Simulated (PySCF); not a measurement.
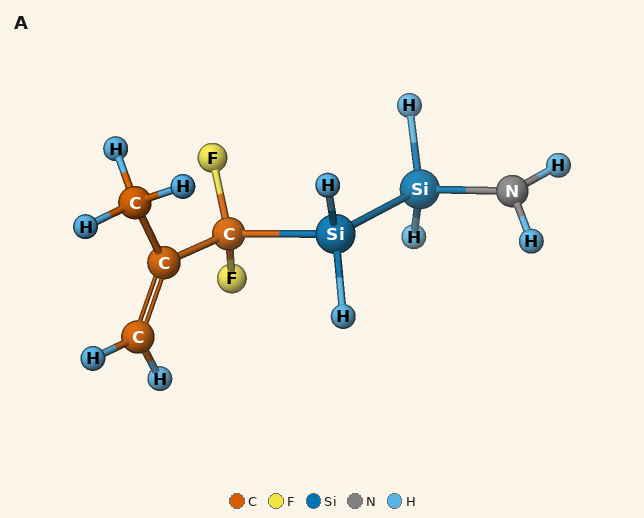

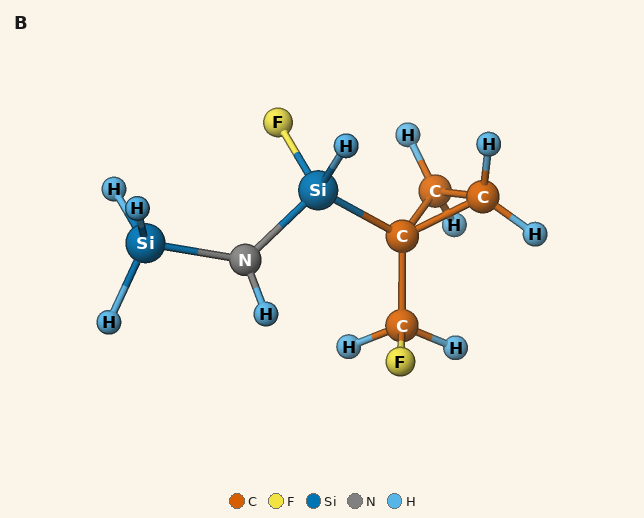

2 stationary structures of one formula. Geometries: GFN2-xTB. Electronic energies: PBE0/pcSseg-1 (PySCF 2.14.0), without zero-point energy. No frequency run is at hand to confirm each as a minimum. Each is one conformer, not always the lowest.

### Are they conformers, stereoisomers or constitutional isomers?

They are constitutional isomers of C4H11F2NSi2: A `C=C(C)C(F)(F)[SiH2][SiH2]N`, B `FCC1([Si@@H](F)N[SiH3])CC1`.

### Rank them by energy, lowest first.

B is lowest; A lies 234.9 kJ/mol above it.

The geometry is semi-empirical. Around Si such bond lengths and angles can be off by a tenth of an ångström or more and by several degrees, and values that hang on the shape move with them.
